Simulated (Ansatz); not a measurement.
# The cluster RuO2: single points with varied inputs

How do the results and run time of the cluster RuO2 respond when the settings are drawn wide?

Program: Ansatz 0.2.0, Gaussian basis. Level of theory: the settings change from run to run. These are calculated values, not measurements.

5 further runs of the same task are left out: 1 that didn't finish, 4 set aside as unsound or not needed. Runs told in other sessions of the task aren't counted.

**1. The molecule**

The geometry comes from an earlier relaxation with B3LYP-D4 in a triple-zeta def2 set; it is a stationary point. Ru takes a core potential in def2 sets; no spin-orbit term is included.

3 atoms, charge 0, spin multiplicity 1.

Atoms are counted from 1 here; the program's logs count them from 0.

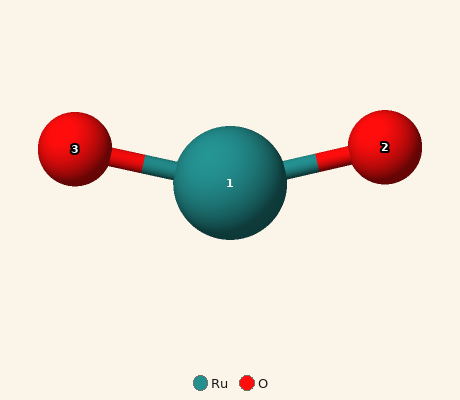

The geometry (ruthenium teal, oxygen red); atoms are numbered from 1 in the order of the file.

**2. LC-wPBE/def2-mTZVPP**

This run has charge -1, multiplicity 2, restricted open-shell orbitals.

The input, in.yaml:

```yaml
crystal:
  periodic: [false, false, false]
  atoms:
    - {symbol: Ru, position_ang: [0.013916, 0.135537, -0.202281]}
    - {symbol: O, position_ang: [-1.598902, -0.304544, -0.167037]}
    - {symbol: O, position_ang: [1.584986, 0.169006, 0.369308]}
basis:
  gaussian: {orbitals: def2-mTZVPP}
total_charge: -1
magnetization: {spin_polarized: false, initial_magnetization: 1}
hamiltonian: {xc: {name: LC-wPBE}}
scf: {omitted_lower_state_checks: [starts]}
output: {forces: true}
```

Run with:

```bash
> ansatz run in.yaml --threads 4 --pin off --events-out ev --progress --plain --max-ram 3916MiB
```

The log of the run:

```text
Functional definition: LC-wPBE
  name "LC-wPBE"
  cite "Vydrov & Scuseria, J. Chem. Phys. 125, 234109 (2006) doi:10.1063/1.2409292"
  cite "Heyd & Scuseria, J. Chem. Phys. 120, 7274 (2004) doi:10.1063/1.1668634"
  cite "Ernzerhof & Perdew, J. Chem. Phys. 109, 3313 (1998) doi:10.1063/1.476928"
  cite "Perdew, Burke & Ernzerhof, Phys. Rev. Lett. 77, 3865 (1996) doi:10.1103/PhysRevLett.77.3865"
  parent pbe
  parameter omega = 0.4/bohr
  exchange = pbe_x_sr(omega) + exact_x_lr(omega)
  correlation = pbe_c
these checks for a lower state are left out or cut short: starts
628 factors; their error is unknown
270 factors; integrals over basis functions are off by at most 3.4e-5 eV
mean field evaluation 1: about -6670.1629 eV, gradient 5.2e1 eV
mean field evaluation 2: about -6641.1119 eV, gradient 1.5e2 eV
mean field evaluation 4: about -6675.2336 eV, gradient 3.0e0 eV
mean field evaluation 8: about -6675.4579 eV, gradient 9.0e-1 eV
mean field evaluation 16: about -6670.1629 eV, gradient 5.2e1 eV
mean field -6675.56576382 eV, -245.3225169596 hartree, gradient 1.3e-5 eV, S^2 0.750000; 0 other end points of the search recorded, 0 dependent functions left out
the calculation of the forces begins
reference -6675.56576383 eV, -245.3225169598 hartree; 17, 16 occupied and 64, 65 virtual orbitals, 628 factors
Total energy: -6675.56576383 eV, -245.3225169598 hartree
Atom 0 at     0.013916     0.135537    -0.202281 Å, force     0.057041     0.555564    -0.829131 eV/Å
Atom 1 at    -1.598902    -0.304544    -0.167037 Å, force    -1.864124    -0.550797     0.105347 eV/Å
Atom 2 at     1.584986     0.169006     0.369308 Å, force     1.807083    -0.004767     0.723784 eV/Å
Dipole moment:     0.005877     0.057236    -0.085420 e Å
Checks for a lower state left out: starts
```

Run time: 2.2 s. Hardware: 4 threads of Arm Neoverse V2, shared host.

Largest force 1.947 eV/Å.

**3. r2SCAN0/def2-mTZVP**

This run has density fitting with def2-universal-jkfit, a point charge of 0.50 e beside it.

The input, in.yaml:

```yaml
crystal:
  periodic: [false, false, false]
  atoms:
    - {symbol: Ru, position_ang: [0.013916, 0.135537, -0.202281]}
    - {symbol: O, position_ang: [-1.598902, -0.304544, -0.167037]}
    - {symbol: O, position_ang: [1.584986, 0.169006, 0.369308]}
basis:
  gaussian: {orbitals: def2-mTZVP, fitting: {mean_field: def2-universal-jkfit}, point_charges: [{charge: 0.50, position_ang: [5.885, 0.540, 0.987]}]}
hamiltonian: {xc: {name: r2SCAN0}}
scf: {omitted_lower_state_checks: [starts]}
```

Same command.

The log of the run, shortened:

```text
Functional definition: r2SCAN0
  name "r2SCAN0"
  cite "Bursch, Neugebauer, Ehlert & Grimme, J. Chem. Phys. 156, 134105 (2022) doi:10.1063/5.0086040"
  cite "Furness, Kaplan, Ning, Perdew & Sun, J. Phys. Chem. Lett. 11, 8208 (2020) doi:10.1021/acs.jpclett.0c02405"
  cite "Furness, Kaplan, Ning, Perdew & Sun, J. Phys. Chem. Lett. 11, 9248 (2020) doi:10.1021/acs.jpclett.0c03077"
  parent r2scan
[...]
409 factors; integrals over basis functions are off by at most 1.1e0 eV
[...]
mean field -6672.46415807 eV, -245.2085350504 hartree, gradient 5.8e-5 eV, S^2 0.000000; 0 other end points of the search recorded, 0 dependent functions left out
reference -6672.46417405 eV, -245.2085356377 hartree; 16, 16 occupied and 65, 65 virtual orbitals, 409 factors
Total energy: -6672.46417405 eV, -245.2085356377 hartree
Checks for a lower state left out: starts
```

Run time: 1 s. Hardware: 4 threads of Arm Neoverse V2, shared host.

**4. wB97X-V/def2-SVPD**

This run has the search for lower states set to off.

The input, in.yaml:

```yaml
crystal:
  periodic: [false, false, false]
  atoms:
    - {symbol: Ru, position_ang: [0.013916, 0.135537, -0.202281]}
    - {symbol: O, position_ang: [-1.598902, -0.304544, -0.167037]}
    - {symbol: O, position_ang: [1.584986, 0.169006, 0.369308]}
basis:
  gaussian: {orbitals: def2-SVPD}
hamiltonian: {xc: {name: wB97X-V}}
scf: {lower_state_search: off}
output: {forces: true}
```

The command is unchanged.

The log of the run, shortened:

```text
Functional definition: wB97X-V
  name "wB97X-V"
  cite "Mardirossian & Head-Gordon, Phys. Chem. Chem. Phys. 16, 9904 (2014) doi:10.1039/C3CP54374A"
  cite "Becke, J. Chem. Phys. 107, 8554 (1997) doi:10.1063/1.475007"
  cite "Vydrov & Van Voorhis, J. Chem. Phys. 133, 244103 (2010) doi:10.1063/1.3521275"
[...]
      + integral(e_c_pw_opposite_spin*poly(b97_u_opposite, cos0, cos1)) + vv10(b, c)
[...]
698 factors; their error is unknown
211 factors; integrals over basis functions are off by at most 1.7e-5 eV
[...]
mean field -6668.26837845 eV, -245.0543429934 hartree, gradient 7.9e-6 eV, S^2 0.000000; 0 other end points of the search recorded, 0 dependent functions left out
[...]
reference -6668.26837664 eV, -245.0543429268 hartree; 16, 16 occupied and 64, 64 virtual orbitals, 698 factors
Total energy: -6668.26837664 eV, -245.0543429268 hartree
Atom 0 at     0.013916     0.135537    -0.202281 Å, force    -0.026306    -0.256211     0.382373 eV/Å
Atom 1 at    -1.598902    -0.304544    -0.167037 Å, force     0.872962     0.255988    -0.046347 eV/Å
Atom 2 at     1.584986     0.169006     0.369308 Å, force    -0.846656     0.000223    -0.336026 eV/Å
Dipole moment:     0.021151     0.206008    -0.307449 e Å
Checks for a lower state left out: stability, starts, cluster_reference, orbital_swaps, neighbouring_geometries, increment
```

Run time: 1.4 s. Hardware: 4 threads of Arm Neoverse V2, shared host.

Largest force 0.911 eV/Å, dipole 1.78 D.

**5. All runs side by side**

```tsv
level	charge	multiplicity	geometry	functions	energy (eV)	time
LC-wPBE/def2-mTZVPP	-1	2	relaxed	81	-6675.566	2.2 s
r2SCAN0/def2-mTZVP	0	1	relaxed, point charge	81	-6672.464	1 s
wB97X-V/def2-SVPD	0	1	relaxed	80	-6668.268	1.4 s
```

**6. Summary of results**

| quantity | value |
| --- | --- |
| runs | 3 |
| quickest | r2SCAN0/def2-mTZVP, 1 s |
| slowest | LC-wPBE/def2-mTZVPP, 2.2 s |

**Reading.** The runs differ in state or geometry as well as level, so their energies can't be set against each other. LC-wPBE/def2-mTZVPP took 2 times as long as r2SCAN0/def2-mTZVP. The jobs differ in tasks and options as well as level. At the B3LYP-D4/def2-TZVP geometry and in the same state, the sound runs without point charges leave forces up to 0.91 eV/Å (wB97X-V/def2-SVPD).
